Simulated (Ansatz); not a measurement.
**BH2 (doublet): B3LYP, wB97M-V, B2PLYP over a scan of the angle H2–B1–H3, aug-cc-pVDZ**

Aim: run BH2 (doublet) with these functionals over a scan of the angle H2–B1–H3, and hold them against the top wave-function level at the same points.

Method: aug-cc-pVDZ, all electrons in the functionals, frozen cores in the correlation of double hybrids and RPA; program: Ansatz 0.2.0, Gaussian basis.

The runs, in order: B3LYP, wB97M-V, B2PLYP, at 67.6°; 86.0°; 107.4°; 122.5°; 129.4°; 142.0°; 154.1°; 180.0°.

13 further runs of the same task are left out: 1 for a mislabelled method, 8 that didn't finish, 4 set aside as unsound or not needed.

## Step 1: What is computed

The geometry derives from a PBE0/def2-TZVP stationary point (not a proven minimum). One angle is set to the value named; bond lengths are kept.

3 atoms, charge 0, spin multiplicity 2.

Atoms are counted from 1 here; the program's logs count them from 0.

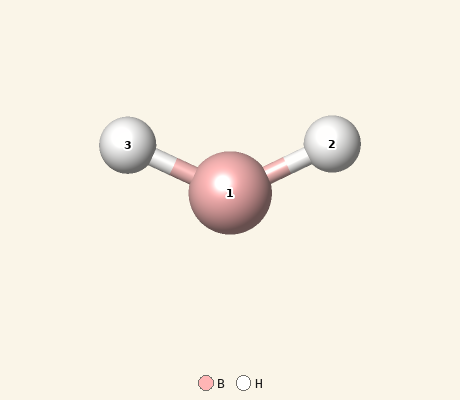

The geometry (boron pink, hydrogen white); atoms are numbered from 1 in the order of the file.

No dispersion term is added; wB97M-V holds VV10 nonlocal correlation. B3LYP takes the VWN-RPA correlation.

The geometry shown and the zero of energy belong to the point 129.4°. The yardstick, FCI, and other wave-function levels (R restricted, U unrestricted, valence and pair active spaces) come from earlier runs.

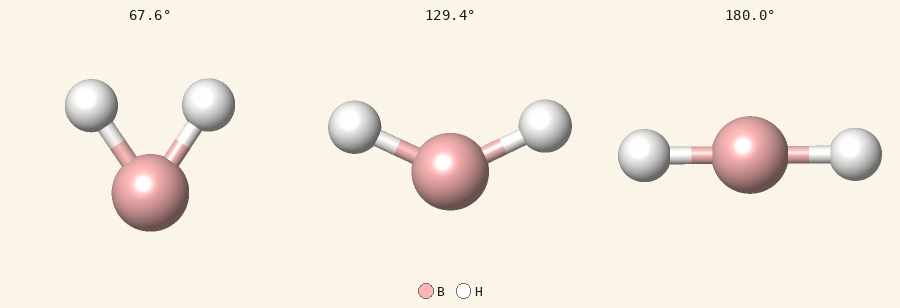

Three points of the scan; sticks are drawn by distance.

## Step 2: B3LYP, 67.6°

The input, in.yaml:

```yaml
crystal:
  periodic: [false, false, false]
  atoms:
    - {symbol: B, position_ang: [0.000000, -0.155576, 0.000000]}
    - {symbol: H, position_ang: [0.000000, 0.834343, -0.662693]}
    - {symbol: H, position_ang: [0.000000, 0.834343, 0.662693]}
basis:
  gaussian: {orbitals: aug-cc-pVDZ}
magnetization: {spin_polarized: true, initial_magnetization: 1}
hamiltonian: {xc: {name: B3LYP}}
```

The run is started by

```bash
> ansatz run in.yaml --threads 1 --pin off --events-out ev --progress --plain --max-ram 2393MiB
```

Further steps of the session: B3LYP, 86.0°; B3LYP, 107.4°; B3LYP, 122.5°; B3LYP, 129.4°; B3LYP, 142.0°; B3LYP, 154.1°; B3LYP, 180.0°; wB97M-V, 67.6°; wB97M-V, 86.0°; wB97M-V, 107.4°; wB97M-V, 122.5°; wB97M-V, 129.4°; wB97M-V, 142.0°; wB97M-V, 154.1°; wB97M-V, 180.0°; B2PLYP, 67.6°; B2PLYP, 86.0°; B2PLYP, 107.4°; B2PLYP, 122.5°; B2PLYP, 129.4°; B2PLYP, 142.0°; B2PLYP, 154.1°; B2PLYP, 180.0°.

**Question.** What will the summary of the whole plan be? Wanted: span of the FCI curve; largest miss, B3LYP; largest miss, wB97M-V; largest miss, B2PLYP.

**Answer**, as computed:

| quantity | value |
| --- | --- |
| span of the FCI curve | 1.979 eV |
| largest miss, B3LYP | -0.077 eV (180.0°) |
| largest miss, wB97M-V | -0.086 eV (180.0°) |
| largest miss, B2PLYP | -0.042 eV (180.0°) |

In words: Of the functionals, B2PLYP keep the smallest largest miss at the points compared (at most 0.042 eV) and wB97M-V strays most (0.086 eV, at 180.0°). Functionals and the yardstick converge differently with the basis, so part of each miss in aug-cc-pVDZ is the basis.
